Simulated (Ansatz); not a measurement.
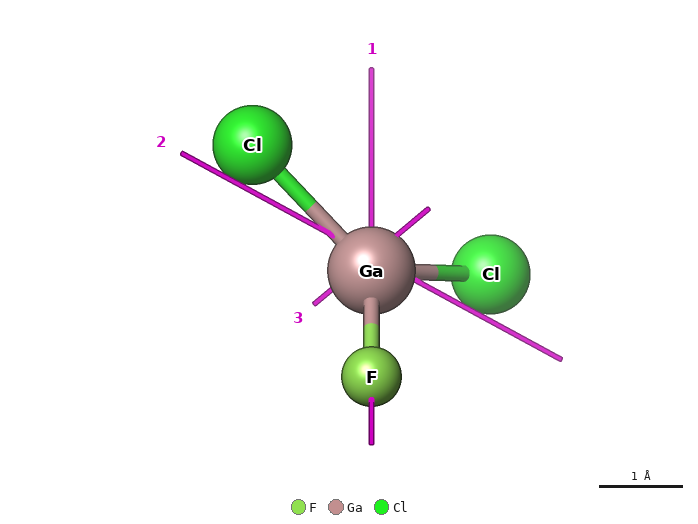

The three principal axes of inertia are drawn and numbered. Distant atoms are faded towards the background colour. Computed geometry: PBE0-D4/def2-TZVP optimisation. Masses are those of the most abundant isotopes; constants are for the rigid equilibrium geometry.

> Which line is the a axis (least moment of inertia), which b and which c?

a is line 2, b is line 1, c is line 3; the moments are 118, 240, 358 u Å².

> What kind of rotor is it, and what are its rotational constants in GHz?

An asymmetric top (C2v): A = 4.28, B = 2.11, C = 1.41 GHz. Ray's parameter κ is −0.52, nearer the prolate limit.
